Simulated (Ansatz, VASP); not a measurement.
## CaO: VASP beside Ansatz

Aim: how closely do two programs agree when they are given the same cell, functional and k mesh? The cell is taken from a series of VASP runs on this material, whose earlier steps may have relaxed, scaled or displaced it; both programs get it as it stands. Valence electrons are named where the data sets of a main pair hold unlike numbers.

Main program and level: Ansatz 0.2.0; plane waves, with VASP 6.6.1 beside it; band structure at r2SCAN-EpsX with an exact-exchange share of 0.26.

## Step 1: The starting structure

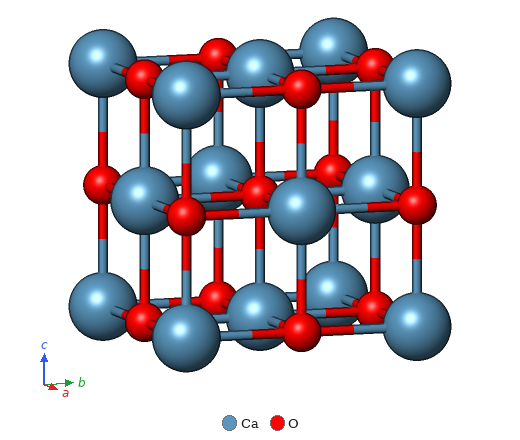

The starting structure, seen slightly off an axis (calcium blue, oxygen red). This picture shows the conventional cell, with its axes. Some periodic images of atoms are drawn too.

## Step 2: VASP: band structure, r2SCAN-EpsX with an exact-exchange share of 0.26

Levels along a path test the potential and the projectors away from the mesh points.

Lines of VASP's logs that name or quote its potential files are left out, and so is its time.

The run reads the wave functions of an earlier VASP run, which isn't shown here.

Contents of INCAR:

```
SYSTEM = CaO
PREC = Accurate
ENCUT = 460
EDIFF = 1E-06
NELM = 100
ISMEAR = 0
SIGMA = 0.03
LREAL = .FALSE.
ALGO = Normal
LHFCALC = .TRUE.
AEXX = 0.26
METAGGA = R2SCAN
LASPH = .TRUE.
NBANDS = 14
PRECFOCK = Fast
HFRCUT = -1
LORBIT = 11
LWAVE = .FALSE.
LCHARG = .FALSE.
KPAR = 4
```

Contents of POSCAR:

```
CaO
1.0
    0.0000000000      2.4087000000      2.4087000000
    2.4087000000      0.0000000000      2.4087000000
    2.4087000000      2.4087000000      0.0000000000
Ca O
1 1
Direct
    0.0000000000      0.0000000000      0.0000000000
    0.5000000000      0.5000000000      0.5000000000
```

Contents of KPOINTS:

```
Automatic mesh
0
Gamma
5 5 5
0 0 0
```

Contents of KPOINTS_OPT:

```
Line mode
10
Line-mode
Reciprocal
  0.00000000   0.00000000   0.00000000 GAMMA
  0.50000000   0.00000000   0.50000000 X

  0.50000000   0.00000000   0.50000000 X
  0.50000000   0.25000000   0.75000000 W

  0.50000000   0.25000000   0.75000000 W
  0.37500000   0.37500000   0.75000000 K

  0.37500000   0.37500000   0.75000000 K
  0.00000000   0.00000000   0.00000000 GAMMA

  0.00000000   0.00000000   0.00000000 GAMMA
  0.50000000   0.50000000   0.50000000 L

  0.50000000   0.50000000   0.50000000 L
  0.62500000   0.25000000   0.62500000 U

  0.62500000   0.25000000   0.62500000 U
  0.50000000   0.25000000   0.75000000 W

  0.50000000   0.25000000   0.75000000 W
  0.50000000   0.50000000   0.50000000 L

  0.50000000   0.50000000   0.50000000 L
  0.37500000   0.37500000   0.75000000 K

  0.62500000   0.25000000   0.62500000 U
  0.50000000   0.00000000   0.50000000 X
```

Potentials, in the order of the species: Ca_sv and O (PBE family, release 64).

Command:

```bash
> mpirun -np 4 vasp_std
```

Numbers of over 12 decimals in the logs are rounded to 6 here.

The log of the run:

```text
[banner, memory and clock lines left out]
running    4 mpi-ranks, on    1 nodes
 distrk:  each k-point on    1 cores,    4 groups
 distr:  one band on    1 cores,    1 groups

 POSCAR found type information on POSCAR CaO
 POSCAR found :  2 types and       2 ions
|                                                                             |
|               ----> ADVICE to this user running VASP <----                  |
|                                                                             |
|     You enforced a specific xc type in the INCAR file but a different       |
|     [... a line on the potential file left out ...]
|     I HOPE YOU KNOW WHAT YOU ARE DOING!                                     |
|                                                                             |

 LDA part: xc-table for (None), standard interpolation
 found WAVECAR, reading the header
 POSCAR, INCAR and KPOINTS ok, starting setup
 FFT: planning ... GRIDC
 FFT: planning ... GRID_SOFT
 FFT: planning ... GRID
 HFRCUT set to (new)   9.413111
 reading WAVECAR
 the WAVECAR file was read successfully
 initial charge from wavefunction
 entering main loop
       N       E                     dE             d eps       ncg     rms          rms(c)
DAV:   1    -0.205583187174E+02   -0.20558E+02   -0.75684E-01   296   0.111E+01    0.137E+00
DAV:   2    -0.205178015817E+02    0.40517E-01   -0.12714E-01   304   0.423E+00    0.557E-01
DAV:   3    -0.205161258936E+02    0.16757E-02   -0.39134E-02   310   0.178E+00    0.459E-01
DAV:   4    -0.205162349494E+02   -0.10906E-03   -0.27360E-03   330   0.539E-01    0.288E-01
DAV:   5    -0.205153945107E+02    0.84044E-03   -0.17459E-03   286   0.392E-01    0.112E-01
DAV:   6    -0.205153537734E+02    0.40737E-04   -0.23074E-04   316   0.143E-01    0.582E-02
DAV:   7    -0.205152916475E+02    0.62126E-04   -0.20096E-05   324   0.621E-02    0.362E-02
DAV:   8    -0.205152819602E+02    0.96873E-05   -0.13588E-05   318   0.376E-02    0.242E-02
DAV:   9    -0.205152793794E+02    0.25809E-05   -0.32546E-06   280   0.201E-02    0.141E-02
DAV:  10    -0.205152786760E+02    0.70334E-06   -0.16566E-06   268   0.134E-02
   1 F= -.20515279E+02 E0= -.20515279E+02  d E =-.986127E-39
 Start KPOINTS_OPT (optional k-point list driver)
k-point batch [1-10\100]
       N       E                     dE             ncg
DAV:   1    -0.806218051699E+03   -0.36168E+04      280
DAV:   2    -0.223115873152E+04   -0.14249E+04      340
DAV:   3    -0.231963980348E+04   -0.88481E+02      324
DAV:   4    -0.232198670874E+04   -0.23469E+01      398
DAV:   5    -0.232203107817E+04   -0.44369E-01      356
DAV:   6    -0.232203192883E+04   -0.85066E-03      390
DAV:   7    -0.232203195439E+04   -0.25556E-04      340
DAV:   8    -0.232203195482E+04   -0.42604E-06      200
[...]
k-point batch [91-100\100]
       N       E                     dE             ncg
DAV:   1    -0.921535206972E+03   -0.73297E+04      280
DAV:   2    -0.227542483601E+04   -0.13539E+04      310
DAV:   3    -0.234819842409E+04   -0.72774E+02      382
DAV:   4    -0.235098535422E+04   -0.27869E+01      424
DAV:   5    -0.235105993326E+04   -0.74579E-01      402
DAV:   6    -0.235106239648E+04   -0.24632E-02      484
DAV:   7    -0.235106250897E+04   -0.11249E-03      424
DAV:   8    -0.235106251024E+04   -0.12707E-05      332
DAV:   9    -0.235106251034E+04   -0.97177E-07      296
```

From OUTCAR (step 2):

```text
ion  position               nearest neighbor table
   1  0.000  0.000  0.000-   2 2.41   2 2.41   2 2.41   2 2.41   2 2.41   2 2.41
   2  0.500  0.500  0.500-   1 2.41   1 2.41   1 2.41   1 2.41   1 2.41   1 2.41

  LATTYP: Found a face centered cubic cell.
 ALAT       =     4.8174000000

 Subroutine GETGRP returns: Found 48 space group operations
 (whereof 48 operations were pure point group operations)

The static configuration has the point symmetry O_h .

 Found     10 irreducible k-points:

   k-points           NKPTS =     10   k-points in BZ     NKDIM =    125   number of bands    NBANDS=     14

   dimension x,y,z NGX =    24 NGY =   24 NGZ =   24
   dimension x,y,z NGXF=    48 NGYF=   48 NGZF=   48

   ENCUT  =  460.0 eV  33.81 Ry    5.81 a.u.   5.96  5.96  5.96*2*pi/ulx,y,z

   NELECT =      16.0000    total number of electrons

 k-points in reciprocal lattice and weights: Automatic mesh
   0.00000000  0.00000000  0.00000000       0.008
   0.20000000  0.00000000  0.00000000       0.064
   0.40000000  0.00000000  0.00000000       0.064
   0.20000000  0.20000000  0.00000000       0.048
   0.40000000  0.20000000  0.00000000       0.192
  -0.40000000  0.20000000  0.00000000       0.192
  -0.20000000  0.20000000  0.00000000       0.096
   0.40000000  0.40000000  0.00000000       0.048
  -0.40000000  0.40000000  0.00000000       0.096
  -0.40000000  0.40000000  0.20000000       0.192

  exchange ACFDT corr.  =         0.00000000  see jH, gK, PRB 81, 115126

 average (electrostatic) potential at core
       1 -41.0858       2 -65.6527

 E-fermi :   0.8383

 k-point     1 :       0.0000    0.0000    0.0000
  band No.  band energies     occupation
    ...
      4     -19.3303      2.00000
      5     -17.1245      2.00000
      6       0.5666      2.00000
      7       0.5666      2.00000
      8       0.5667      2.00000
      9       8.0025      0.00000
     10      10.0385      0.00000
     11      10.0386      0.00000
     12      10.0386      0.00000
     13      11.7434      0.00000
    ...

 k-point     2 :       0.2000    0.0000    0.0000
  band No.  band energies     occupation
    ...
      4     -19.3477      2.00000
      5     -16.5017      2.00000
      6      -0.6070      2.00000
      7       0.0801      2.00000
      8       0.0802      2.00000
      9       9.5555      0.00000
     10       9.9829      0.00000
     11      10.7635      0.00000
     12      10.7635      0.00000
     13      12.6927      0.00000
    ...

 k-point     3 :       0.4000    0.0000    0.0000
  band No.  band energies     occupation
    ...
      4     -19.3746      2.00000
      5     -15.7808      2.00000
      6      -2.0399      2.00000
      7      -0.5911      2.00000
      8      -0.5910      2.00000
      9      10.5724      0.00000
     10      11.6837      0.00000
     11      12.2034      0.00000
     12      12.2034      0.00000
     13      14.4216      0.00000
    ...

  energy-cutoff  :      460.00
  volume of cell :       27.95
      direct lattice vectors                 reciprocal lattice vectors
     0.000000000  2.408700000  2.408700000    -0.207580853  0.207580853  0.207580853
     2.408700000  0.000000000  2.408700000     0.207580853 -0.207580853  0.207580853
     2.408700000  2.408700000  0.000000000     0.207580853  0.207580853 -0.207580853

 POSITION                                       TOTAL-FORCE (eV/Angst)
 -----------------------------------------------------------------------------------
      0.00000      0.00000      0.00000        -0.000000     -0.000000     -0.000000
      2.40870      2.40870      2.40870         0.000000      0.000000      0.000000
 -----------------------------------------------------------------------------------
    total drift:                                0.000000     -0.000000      0.000000

  FREE ENERGIE OF THE ION-ELECTRON SYSTEM (eV)
  ---------------------------------------------------
  free  energy   TOTEN  =       -20.5152786760 eV

  energy  without entropy=      -20.5152786760  energy(sigma->0) =      -20.51527868

 total charge
# of ion       s       p       d       tot
------------------------------------------
    1        2.034   5.885   0.243   8.161
    2        1.562   3.503   0.000   5.066
--------------------------------------------------
tot          3.596   9.388   0.243  13.226

[... 3 further parts left out ...]
```

The k-mesh is coarse for unscreened exact exchange, which converges slowly with it.

(Part 1 of 2 ends here.)

[Lines on the potential files, build, host, timing and source positions are cut from VASP's logs without a mark.]

[Logs are printed without paths, hosts, clocks, repeated set-up lines and the standing remarks that a program may print on its own settings, such as how far it seeks lower states.]

[Hosts, paths, dates, database ids (printed as entryN), source tags and the programs' standing remarks are cut or masked in the printed files.]
